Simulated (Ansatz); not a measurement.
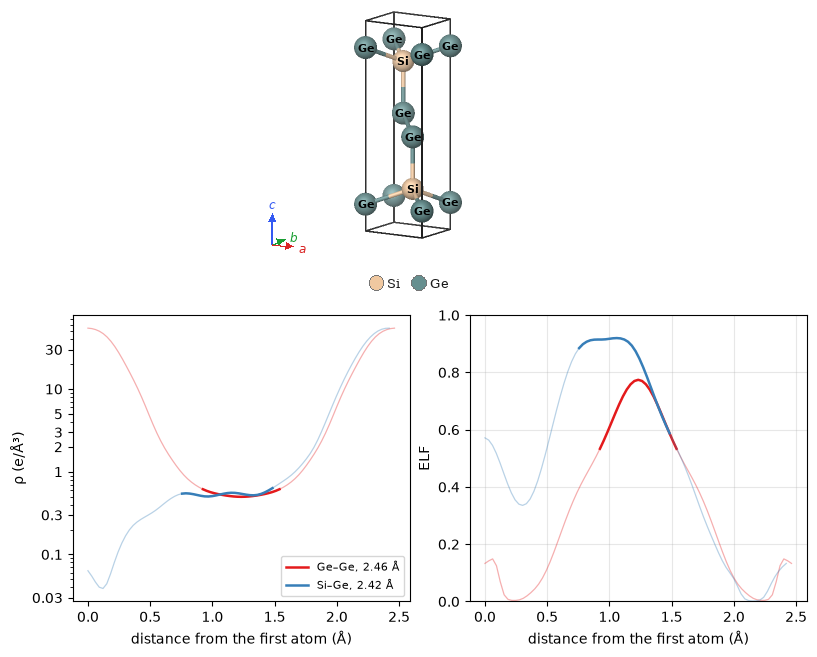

SiGe₂. Valence charge density (pseudo) and ELF along straight lines between neighbouring atoms. Thin, pale parts lie inside the atomic spheres. The structure is drawn too.

Space group P-3m1; a structure generated by program, which may or may not match a known phase.

These are results of Ansatz 0.2.0, DFT PBE, scalar-relativistic, plane waves, PAW, not measurements.

The density is the valence pseudo-density of a PAW calculation; it isn't the true density close to the nuclei.

```
Si Ge
1.0
     3.99553    0.00000    0.00000
    -1.99777    3.46023    0.00000
     0.00000    0.00000    9.78713
Si Ge
2 4
Direct
  0.33333 0.66667 0.79150
  0.66667 0.33333 0.20850
  0.66667 0.33333 0.45588
  0.00000 0.00000 0.12762
  0.33333 0.66667 0.54412
  0.00000 0.00000 0.87238
```

> Compare the contacts.

Ge–Ge (2.46 Å): ρ at the midpoint is about 0.5 e/Å³; the ELF peaks at about 0.75 between the atoms, as expected for a shared electron pair.
Si–Ge (2.42 Å): ρ is about 0.55 e/Å³ halfway; the ELF peaks at about 0.90 between the atoms: localised, covalent bonding.
